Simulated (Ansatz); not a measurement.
## Electronic structure of Cl2F2Si···H4OSi in real space

```yaml
atoms:
  - { symbol: Si, position_ang: [0.5844, 0.3122, -0.5679] }
  - { symbol: O, position_ang: [-0.4495, 0.1782, 2.1147] }
  - { symbol: Si, position_ang: [-1.5773, -0.3057, 3.2443] }
  - { symbol: H, position_ang: [-2.5180, -1.2007, 2.5217] }
  - { symbol: H, position_ang: [-0.9292, -1.0420, 4.3752] }
  - { symbol: H, position_ang: [-2.3239, 0.8580, 3.8131] }
  - { symbol: Cl, position_ang: [1.7406, 0.3807, -2.2360] }
  - { symbol: Cl, position_ang: [-1.1358, 1.3272, -0.8540] }
  - { symbol: F, position_ang: [0.3204, -1.2250, -0.2489] }
  - { symbol: F, position_ang: [1.4537, 0.9902, 0.5921] }
  - { symbol: H, position_ang: [0.3451, 0.6855, 2.3789] }
```

Not at a stationary point (largest force 0.9 eV/Å).

All numbers below come from Ansatz 0.2.0, RKS PBE0-D4/def2-SVP.

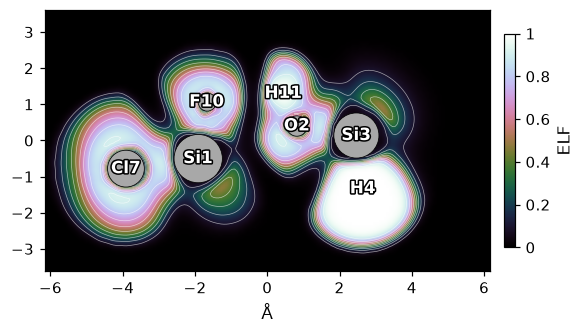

Figure 1. Electron localisation function on the plane of atoms O2, Si3 and H4. Grey discs cover the atomic cores.

Question: Interpret the plot.

Answer: The plane passes through Si, O, H, Cl and F nuclei. Si1···O2 (2.88 Å): the ELF dips to about 0.05 between them. Si–F (1.60 Å): the ELF peaks at about 0.85 in the valence shell of F, 0.6 Å from its nucleus, and is about 0.45 at the midpoint. Si–O (1.67 Å): the ELF peaks at about 0.85 between the atoms; a shared but strongly polarised pair. Si–Cl (2.03 Å): the ELF peaks at about 0.90 between the atoms, as expected for a shared but strongly polarised pair. O–H (0.98 Å): the ELF climbs to about 1 towards the hydrogen, as it does in any bond to H: an ordinary covalent bond to hydrogen. The ELF also peaks beside Cl7 and F10, away from the bonds: lone-pair regions.

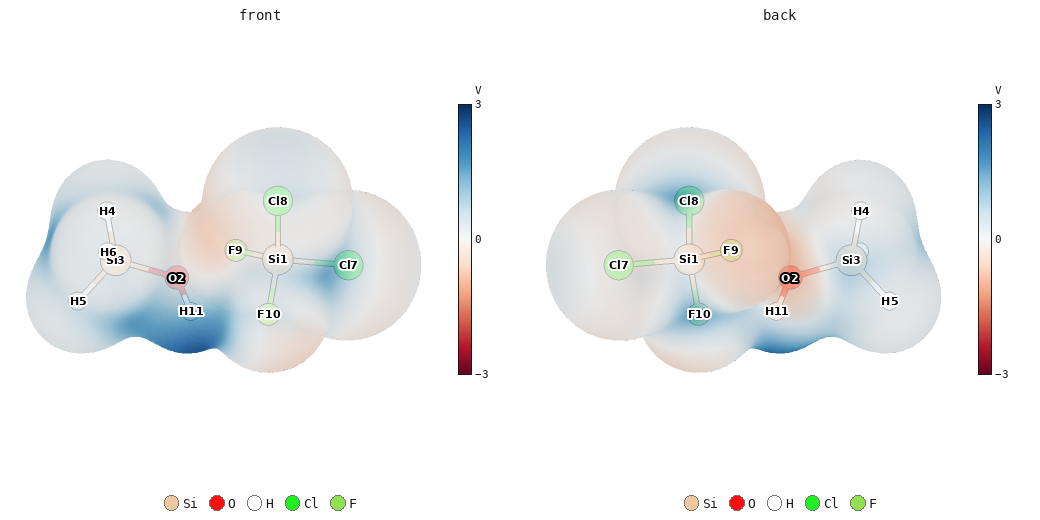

Figure 2. The electrostatic potential painted on the density surface at 0.002 e/bohr³, seen from the front and from behind; red is negative and blue positive.

Question: Describe the electrostatic potential map.

Answer: The most negative region (about −0.9 V) lies over O2 and F9, the most positive (about +2.5 V) over H11. Cl7 shows a σ-hole: about +0.3 V at the tip opposite its bond, against about −0.1 V on its flanks. Cl8 shows a σ-hole: about +0.4 V at the tip opposite its bond, against about −0.1 V on its flanks.

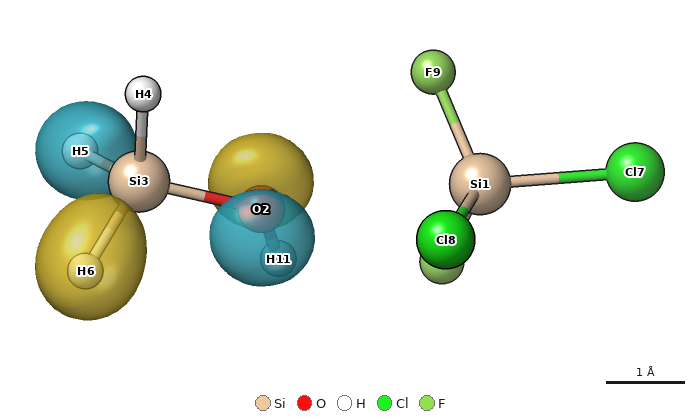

Figure 3. The HOMO at ±0.2 Å⁻³ᐟ² (yellow and cyan are the two phases), seen from one side.

Question: What is the character of this orbital?

Answer: It lies mainly on O2 (about 45 %), Si3 (about 20 %), H6 (about 15 %) and H5 (about 15 %). Its energy is −8.74 eV.

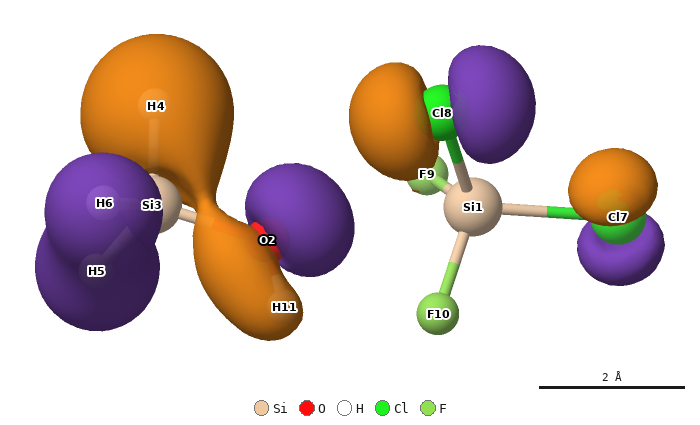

Figure 4. The HOMO−1 at ±0.1 Å⁻³ᐟ² (orange and purple are the two phases), seen at a tilt.

Question: What is the character of this orbital?

Answer: It lies mainly on Si3 (about 25 %), O2 (about 20 %), H4 (about 20 %), Cl8 (about 15 %), H5 (about 10 %) and H6 (about 5 %). Its energy is −9.34 eV.
